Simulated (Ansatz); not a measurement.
Cost and result by functional for the surface energy of the (31-40) surface of hcp Zr in its 1x1 cell, outermost plane spacing 0.52 Å in the ideal cut, in Ansatz (plane waves, PAW). Single points on the PBE structure, on one kind of machine; costs are rough ratios of the slab run's core time (references not counted) to the cheapest single point. r2SCAN's cost holds its higher cutoff (500 against 420 eV). Differences are taken against r2SCAN for comparison alone: no measured value is at hand, so the table doesn't rank accuracy.

Model: 28-atom slab, 10.6 Å thick at the start, 7x4x1 mesh, Fermi-Dirac 0.1 eV, dipole correction, all atoms relaxed; start symmetry kept, larger cells not searched; no spin, no spin-orbit, no U. These notes are the PBE run's.

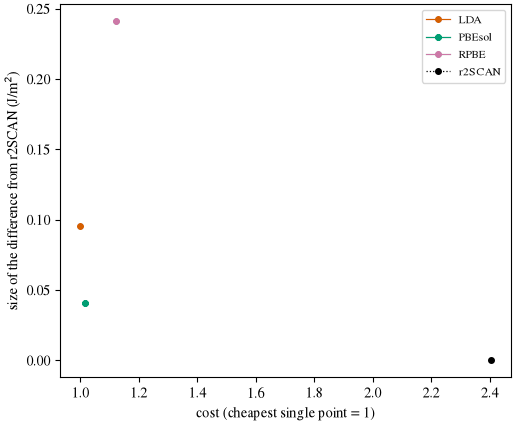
*Difference from r2SCAN against cost*

```
functional                     relative cost  surface energy (J/m²)  less r2SCAN (J/m²)
-----------------------------  -------------  ---------------------  ------------------
LDA                                        1                   1.91                0.10
PBEsol                                     1                   1.86                0.04
RPBE                                       1                   1.58               -0.24
r2SCAN                                     2                   1.82                0.00
PBE (the relaxed run's value)              –                   1.70               -0.12
```

The values span 0.34 J/m², while the single points' costs differ by a factor of roughly 2. Differences are of unrounded values.

Ansatz is a quantum-chemistry and plane-wave program.
